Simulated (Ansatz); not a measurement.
Cell of bcc Mo (1 1 1) on rock-salt PbTe (1 1 1) (film strained to the substrate, started from cuts of the bulks and a machine-learned relaxation; slabs Pb4Te4 and Mo10, which can lie off the formulas), relaxed at this level with a, b, gamma of the cell held:

```xyz
18
Lattice="4.6435 -0.0026 0.1929 -2.3198 4.0270 -0.0200 -0.9986 2.2806 23.9217" Properties=species:S:1:pos:R:3 pbc="T T T"
Pb    -0.4495     2.8799     2.5258
Pb     1.7084     1.4828     6.4593
Pb     1.5463     4.1009    10.3793
Pb    -0.9350     2.7116    14.0449
Te     1.9687     1.5771     0.2997
Te     4.1220     0.1629     4.3542
Te    -0.6834     2.7876     8.0880
Te     1.4761     1.3814    11.9911
Mo     1.3072     4.0122    16.1117
Mo    -0.9822     5.3810    15.2757
Mo    -1.0873     5.3238    17.7937
Mo     3.5880     2.6575    17.1449
Mo     3.4785     2.6008    19.7655
Mo     1.1979     3.9648    18.7372
Mo     1.0860     3.9082    21.4050
Mo    -1.1993     5.2714    20.4865
Mo    -1.3024     5.2214    22.9592
Mo     3.3697     2.5497    22.3813
```

Computed with PBE (plane waves to 420 eV, PAW; Ansatz, a program for electronic structure). Scalar-relativistic, without spin–orbit coupling; the runs are not spin-polarised. Its k-point mesh 8×8×1, Fermi–Dirac width 0.05 eV.

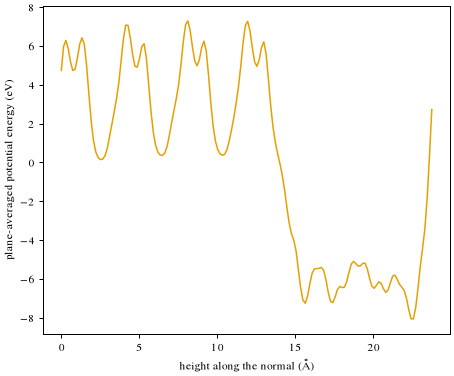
*Smooth (PAW) electrostatic potential energy of an electron, averaged over planes, about its mean*

The curve spans 15.3 eV over the stretch drawn.
